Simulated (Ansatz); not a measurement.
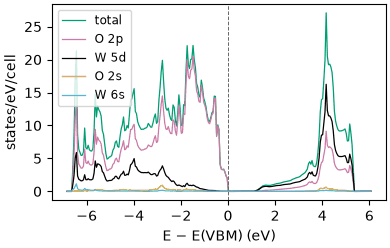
*Total and projected density of states of WO₃ in space group Pnma (No. 62; W on 4c, O on 4c, O on 4c, O on 4c), plane-wave PAW PBEsol (Ansatz code)*

Problem. Which orbitals carry the states next to the gap?

Solution. Top 1 eV of the valence band: O 2p 98 %. Bottom 1 eV of the conduction band: W 5d 80 %, O 2p 19 %. Projections are on Löwdin-orthogonalised atomic valence shells; empty p or d shells of many metals are not among them.

Problem. Where is the tallest occupied peak in this window, and what makes it?

Solution. Near -1.5 eV, about 22 states/eV per cell; the largest projected share is O 2p.

The start of the workflow was typed in or built on a structure type; the Crystallography Open Database files this formula in space group No. 62, but the cells were not matched. Whether it is the stable phase at ambient conditions was not checked. The PBEsol relaxation kept the symmetry of its start; its stability against distortions is not shown here. The workflow began spin-polarised and lost its moments. No Hubbard U is applied. A crystal of weakly bound layers computed without a dispersion correction: the cell and the soft elastic constants depend strongly on that. Spin–orbit coupling is left out wherever it is not named.

Potentials: the later of the program's two PAW sets.
